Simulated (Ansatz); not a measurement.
# A computed series for Cu3N: pressure series

The parent structure is Cu3N (space group Pm-3m, No. 221; a = 3.765 Å).

Cell and atoms are relaxed at each pressure.

Method: PBEsol (Ansatz, an electronic-structure program; PAW; 420 eV plane waves; scalar-relativistic without spin-orbit coupling).

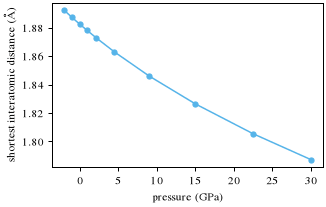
Shortest interatomic distance against pressure

```tsv
pressure (GPa)	shortest interatomic distance
-2	1.892 Å
-1	1.887 Å
0.9	1.878 Å
2.1	1.873 Å
4.5	1.863 Å
9	1.846 Å
15	1.826 Å
22.5	1.805 Å
30	1.787 Å
```

Load acts through the strain it causes; cell and atoms are relaxed under it. No phonon test of stability was made. Competing high-pressure phases were not computed. All final runs are without spin polarisation.
